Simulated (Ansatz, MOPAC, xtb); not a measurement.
Bond stretch in SeH (cation, charge +1), lowest triplet found (which spin is the ground state isn't settled by this scan).

Computed with: ROCCSD(T) = CCSD(T) on ROHF/cc-pVTZ, cores with 3d frozen in Ansatz (a first-principles code); PM6, unrestricted, heats of formation (MOPAC); UKS-B3LYP = Ansatz with unrestricted B3LYP/cc-pVTZ; GFN1-xTB (xtb).

Energies are in kJ/mol, each relative to the lowest point of its own curve between 1.25 and 1.79 Å, where full CI is lowest.

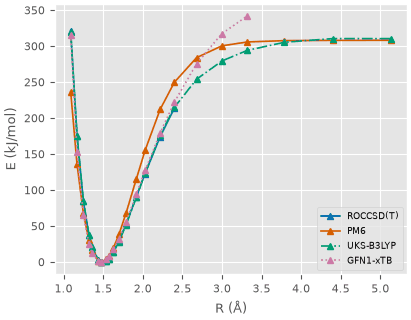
Energy against bond length for each method.

```json
[
 {"R / Å": "1.09", "ROCCSD(T)": "321.5", "PM6": "236.8", "UKS-B3LYP": "319.3", "GFN1-xTB": "315.8"},
 {"R / Å": "1.17", "ROCCSD(T)": "175.5", "PM6": "135.7", "UKS-B3LYP": "175.2", "GFN1-xTB": "153.3"},
 {"R / Å": "1.25", "ROCCSD(T)": "84.8", "PM6": "68.0", "UKS-B3LYP": "85.3", "GFN1-xTB": "65.5"},
 {"R / Å": "1.32", "ROCCSD(T)": "37.4", "PM6": "30.2", "UKS-B3LYP": "38.0", "GFN1-xTB": "25.2"},
 {"R / Å": "1.36", "ROCCSD(T)": "20.3", "PM6": "16.1", "UKS-B3LYP": "20.8", "GFN1-xTB": "12.2"},
 {"R / Å": "1.44", "ROCCSD(T)": "2.3", "PM6": "1.5", "UKS-B3LYP": "2.5", "GFN1-xTB": "0.6"},
 {"R / Å": "1.47", "ROCCSD(T)": "0.0", "PM6": "0.0", "UKS-B3LYP": "0.0", "GFN1-xTB": "0.0"},
 {"R / Å": "1.54", "ROCCSD(T)": "1.6", "PM6": "3.5", "UKS-B3LYP": "1.2", "GFN1-xTB": "4.0"},
 {"R / Å": "1.57", "ROCCSD(T)": "4.7", "PM6": "7.6", "UKS-B3LYP": "4.1", "GFN1-xTB": "7.6"},
 {"R / Å": "1.63", "ROCCSD(T)": "14.2", "PM6": "19.5", "UKS-B3LYP": "13.2", "GFN1-xTB": "17.4"},
 {"R / Å": "1.70", "ROCCSD(T)": "29.4", "PM6": "38.4", "UKS-B3LYP": "28.2", "GFN1-xTB": "32.4"},
 {"R / Å": "1.79", "ROCCSD(T)": "52.9", "PM6": "68.1", "UKS-B3LYP": "51.8", "GFN1-xTB": "56.0"},
 {"R / Å": "1.92", "ROCCSD(T)": "90.7", "PM6": "115.7", "UKS-B3LYP": "90.3", "GFN1-xTB": "94.4"},
 {"R / Å": "2.03", "ROCCSD(T)": "122.9", "PM6": "155.2", "UKS-B3LYP": "123.7", "GFN1-xTB": "127.2"},
 {"R / Å": "2.22", "ROCCSD(T)": "174.0", "PM6": "212.0", "UKS-B3LYP": "176.4", "GFN1-xTB": "179.3"},
 {"R / Å": "2.40", "ROCCSD(T)": "213.7", "PM6": "249.8", "UKS-B3LYP": "215.0", "GFN1-xTB": "222.2"},
 {"R / Å": "2.68", "ROCCSD(T)": "—", "PM6": "283.9", "UKS-B3LYP": "253.9", "GFN1-xTB": "275.6"},
 {"R / Å": "3.00", "ROCCSD(T)": "—", "PM6": "300.3", "UKS-B3LYP": "279.3", "GFN1-xTB": "317.4"},
 {"R / Å": "3.32", "ROCCSD(T)": "—", "PM6": "305.7", "UKS-B3LYP": "294.0", "GFN1-xTB": "341.9"},
 {"R / Å": "3.79", "ROCCSD(T)": "—", "PM6": "307.6", "UKS-B3LYP": "305.3", "GFN1-xTB": "—"},
 {"R / Å": "4.40", "ROCCSD(T)": "—", "PM6": "307.9", "UKS-B3LYP": "310.4", "GFN1-xTB": "—"},
 {"R / Å": "5.14", "ROCCSD(T)": "—", "PM6": "308.0", "UKS-B3LYP": "310.3", "GFN1-xTB": "—"}
]
```

At the longest distance, 5.14 Å, UKS-B3LYP lies highest above its minimum (310.3 kJ/mol) and PM6 lowest (308.0 kJ/mol).

Dashes: no converged value, or the column stops at the first point that the program doubted or that broke a chosen test of continuity, which isn't proof of a fault.

The T1 diagnostic of CCSD on the restricted reference of ROCCSD(T) exceeds 0.045 at 2.22 to 3.00 Å. The unrestricted determinant behind UKS-B3LYP is spin-contaminated at 2.22 to 5.14 Å (<S²> up to 2.8, against 2.00 for a pure triplet).
